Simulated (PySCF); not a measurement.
System: Te₂ (charge −1, doublet).

```tsv
atom	x (Å)	y (Å)	z (Å)
Te	1.0635	0.3491	0.7624
Te	-1.0580	-0.3466	-0.7907
```

Geometry: BP86-D3(BJ)/ma-def2-SVP; core potentials replace the inner electrons of Te.

Method: PySCF, DFT single point, gas phase, functional B3LYP.

Q: What can the converged electron density, electron localisation function and spin density tell about the bonding?

A: Te–Te (2.72 Å): ρ is about 0.45 e/Å³ halfway; the ELF peaks at about 0.65 between the atoms.
The unpaired spin (1 electron) lies mostly on Te1 (about 0.5) and Te2 (about 0.5), in electrons by Hirshfeld's partition.

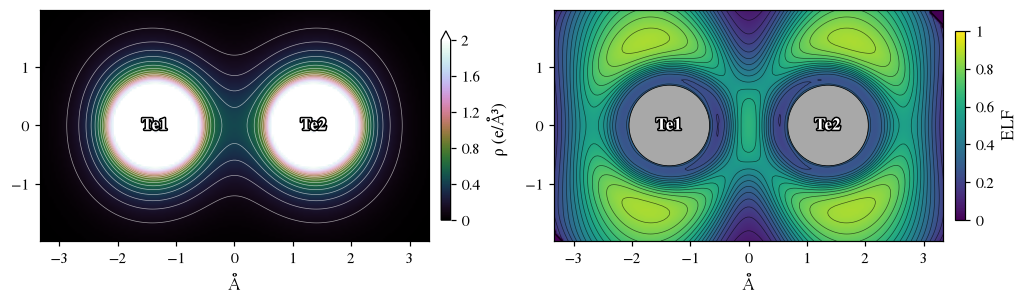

Computed electron density and electron localisation function on a plane that holds the molecular axis, in this order. Grey discs cover the atomic cores in the ELF map. 
